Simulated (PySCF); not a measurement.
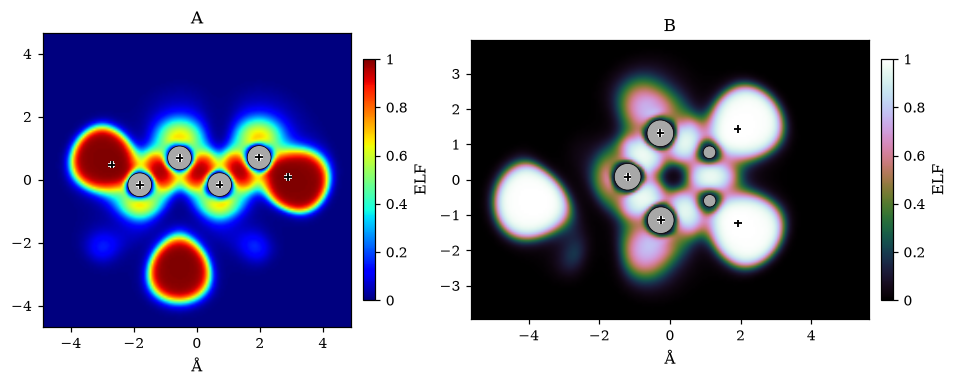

The electron localisation function of 2 systems, each on a plane through atoms (crosses mark nuclei in the plane; grey discs cover the cores).

Theory: PySCF, PBE0/pcSseg-1, SCF density, gas phase, non-relativistic.

System 1: C$_{7}$H$_{14}$ (SMILES CC1CCCCC1), the plane of atoms C1, C2 and C3. Geometry: PBE0-D3(BJ)/def2-SVP.

```yaml
atoms:
  - { symbol: C, position_ang: [-2.4317, -0.1629, -0.0314] }
  - { symbol: C, position_ang: [-0.9687, 0.0374, 0.3333] }
  - { symbol: C, position_ang: [-0.1675, -1.2592, 0.2068] }
  - { symbol: C, position_ang: [1.3040, -1.0663, 0.5562] }
  - { symbol: C, position_ang: [1.9355, 0.0412, -0.2804] }
  - { symbol: C, position_ang: [1.1507, 1.3425, -0.1551] }
  - { symbol: C, position_ang: [-0.3204, 1.1423, -0.5021] }
  - { symbol: H, position_ang: [-2.5334, -0.4807, -1.0828] }
  - { symbol: H, position_ang: [-2.9014, -0.9366, 0.5963] }
  - { symbol: H, position_ang: [-3.0085, 0.7673, 0.0917] }
  - { symbol: H, position_ang: [-0.9184, 0.3536, 1.3938] }
  - { symbol: H, position_ang: [-0.2514, -1.6248, -0.8343] }
  - { symbol: H, position_ang: [-0.6152, -2.0404, 0.8441] }
  - { symbol: H, position_ang: [1.3901, -0.8046, 1.6266] }
  - { symbol: H, position_ang: [1.8555, -2.0116, 0.4243] }
  - { symbol: H, position_ang: [2.9868, 0.1949, 0.0132] }
  - { symbol: H, position_ang: [1.9513, -0.2708, -1.3408] }
  - { symbol: H, position_ang: [1.5923, 2.1224, -0.7969] }
  - { symbol: H, position_ang: [1.2299, 1.7144, 0.8827] }
  - { symbol: H, position_ang: [-0.4106, 0.8734, -1.5718] }
  - { symbol: H, position_ang: [-0.8780, 2.0855, -0.3740] }
```

System 2: C$_{6}$H$_{12}$O (SMILES COC1CCCC1), the plane of atoms C4, C3 and C7. Geometry: GFN2-xTB, coordinate held.

```yaml
atoms:
  - { symbol: C, position_ang: [-2.5876, -0.7190, 0.0028] }
  - { symbol: O, position_ang: [-1.3246, -0.8396, -0.5937] }
  - { symbol: C, position_ang: [-0.4741, 0.2702, -0.3784] }
  - { symbol: C, position_ang: [0.0916, 0.3272, 1.0592] }
  - { symbol: C, position_ang: [1.5931, 0.5517, 0.8936] }
  - { symbol: C, position_ang: [1.9167, -0.2215, -0.3803] }
  - { symbol: C, position_ang: [0.7498, 0.1285, -1.3016] }
  - { symbol: H, position_ang: [-2.5234, -0.6779, 1.0966] }
  - { symbol: H, position_ang: [-3.1068, 0.1814, -0.3513] }
  - { symbol: H, position_ang: [-3.1551, -1.6003, -0.2907] }
  - { symbol: H, position_ang: [-1.0352, 1.1893, -0.6114] }
  - { symbol: H, position_ang: [-0.0831, -0.6416, 1.5298] }
  - { symbol: H, position_ang: [-0.3822, 1.0998, 1.6635] }
  - { symbol: H, position_ang: [2.1617, 0.2049, 1.7553] }
  - { symbol: H, position_ang: [1.7995, 1.6135, 0.7477] }
  - { symbol: H, position_ang: [2.8803, 0.0504, -0.8082] }
  - { symbol: H, position_ang: [1.9161, -1.2913, -0.1701] }
  - { symbol: H, position_ang: [0.9417, 1.0717, -1.8130] }
  - { symbol: H, position_ang: [0.5579, -0.6417, -2.0456] }
```

Match each panel to its system.

Answer. Panel A is system 1, C$_{7}$H$_{14}$: the plane holds C and H. C–C (1.52 Å): the ELF peaks at about 0.95 between the atoms; a shared electron pair. Panel B is system 2, C$_{6}$H$_{12}$O: the plane holds C and H. C–C (1.55 Å): the ELF peaks at about 0.95 between the atoms: localised, covalent bonding.
